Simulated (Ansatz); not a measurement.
**H4P+ (phosphonium) at B2PLYP/3-21G**

Aim: the vertical singlet–triplet gap of H4P+ (phosphonium) at B2PLYP/3-21G, from 2 runs. 

The results are computed with Ansatz 0.2.0.

### Step 1. The system as given

The species is H4P+ (5 atoms), typed as a singlet with charge +1. SMILES: `[PH4+]`. Geometry: a GFN2-xTB relaxation, a rough one for these elements and not checked as a minimum.

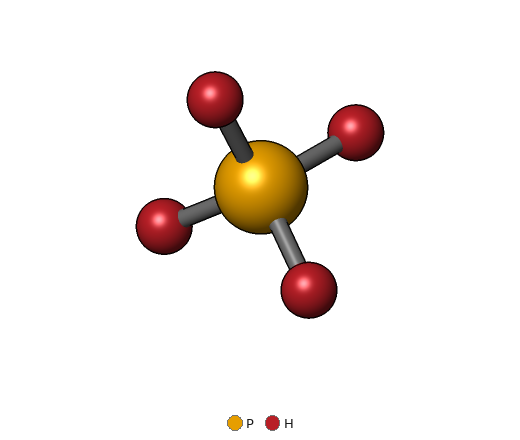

The structure, seen from a chosen angle (phosphorus amber, hydrogen red).

### Step 2. A single-point energy at B2PLYP/3-21G

run.yaml

```yaml
crystal:
  periodic: [false, false, false]
  atoms:
    - {symbol: P, position_ang: [-0.000020, -0.000000, 0.000050]}
    - {symbol: H, position_ang: [1.357460, -0.061330, 0.210450]}
    - {symbol: H, position_ang: [-0.617320, -1.016050, 0.691010]}
    - {symbol: H, position_ang: [-0.261860, -0.133750, -1.343340]}
    - {symbol: H, position_ang: [-0.478250, 1.211140, 0.441830]}
basis:
  gaussian:
    orbitals: 3-21G.json
total_charge: 1
hamiltonian:
  xc: {name: B2PLYP}
correlation:
  frozen_orbitals: {H: 0, P: 5}
accuracy: high
```

The basis set 3-21G is read from a file made from the Basis Set Exchange's data (not shown).

The run is started by

```
$ ansatz run run.yaml --threads 1 --pin off --max-ram 2610MiB --events-out events.jsonl --progress --plain --runs-dir runs
```

Log:

```text
Warning: RAYON_NUM_THREADS=1 ignored (pool sized by the plan → 1); use --threads N
Functional definition: B2PLYP
  name "B2PLYP"
  parameter a = 0.53
  parameter c = 0.27
  exchange = (1 - a)*b88_x + a*exact_x
  correlation = (1 - c)*lyp_c + c*(mp2_os + mp2_ss)
423 factors; integrals over basis functions are off by at most 4.4e-9 eV
mean field evaluation 1: about -9291.7359 eV, gradient 1.2e1 eV
mean field evaluation 2: about -9291.7135 eV, gradient 1.2e1 eV
mean field evaluation 4: about -9292.1281 eV, gradient 1.5e-1 eV
mean field evaluation 8: about -9292.1283 eV, gradient 8.4e-5 eV
mean field -9292.12831950 eV, -341.4794173108 hartree, gradient 5.4e-9 eV, S^2 0.000000; 0 other end points of the search recorded, 0 dependent functions left out
5 core orbitals not correlated: weight in the atoms' cores, before any rotation towards them, 1.000 or more for the frozen orbitals, at most 0.000 for the correlated occupied ones
reference -9292.12833613 eV, -341.4794179220 hartree; 4, 4 occupied and 12, 12 virtual orbitals, 423 factors
second order -2.37086805 eV of doubles, -0.00000000 eV of singles
Total energy: -9292.76847050 eV, -341.5029424263 hartree
```

Wall time 0.89 s (1 thread of AMD EPYC 7R43 (Zen 3), shared host); peak memory 0.1 GiB.

### Step 3. The triplet at the same level

input.yaml

```yaml
crystal:
  periodic: [false, false, false]
  atoms:
    - symbol: P
      position_ang: [-0.000020, -0.000000, 0.000050]
    - symbol: H
      position_ang: [1.357460, -0.061330, 0.210450]
    - symbol: H
      position_ang: [-0.617320, -1.016050, 0.691010]
    - symbol: H
      position_ang: [-0.261860, -0.133750, -1.343340]
    - symbol: H
      position_ang: [-0.478250, 1.211140, 0.441830]
basis:
  gaussian:
    orbitals: 3-21G.json
total_charge: 1
magnetization:
  spin_polarized: true
  initial_magnetization: 2
hamiltonian:
  xc: {name: B2PLYP}
correlation:
  frozen_orbitals: {H: 0, P: 5}
accuracy: high
```

The basis set 3-21G is read from a file made from the Basis Set Exchange's data (not shown).

The run is started by

```
$ ansatz run input.yaml --threads 1 --pin off --max-ram 2610MiB --events-out events.jsonl --progress --plain --runs-dir runs
```

Log, cut to the lines that bear on the results:

```text
Warning: RAYON_NUM_THREADS=1 ignored (pool sized by the plan → 1); use --threads N
[... 2 set-up lines as earlier in the session ...]
[...]
423 factors; integrals over basis functions are off by at most 4.4e-9 eV
[...]
mean field -9281.23676731 eV, -341.0791601506 hartree, gradient 2.2e-8 eV, S^2 2.001544; 2 other end points of the search recorded, 0 dependent functions left out
5 core orbitals not correlated: weight in the atoms' cores, before any rotation towards them, 1.000 or more for the frozen orbitals, at most 0.000 for the correlated occupied ones
reference -9281.23678545 eV, -341.0791608172 hartree; 5, 3 occupied and 11, 13 virtual orbitals, 423 factors
second order -2.04268453 eV of doubles, -0.00000000 eV of singles
Total energy: -9281.78831028 eV, -341.0994289805 hartree
```

Run time: 1.4 s. Hardware: 1 thread of AMD EPYC 7R43 (Zen 3), shared host; peak memory 0.13 GiB.

### Step 4. Summary of results

At B2PLYP/3-21G, 5 core orbitals frozen:

```
                                        quantity          value
                           singlet: total energy  -341.50294 Eh
                           triplet: total energy  -341.09943 Eh
                                   triplet: ⟨S²⟩          2.002
vertical energy of the triplet above the singlet      10.980 eV
```

**Reading.** At this shape the triplet lies 10.98 eV (1059 kJ/mol) above the singlet.
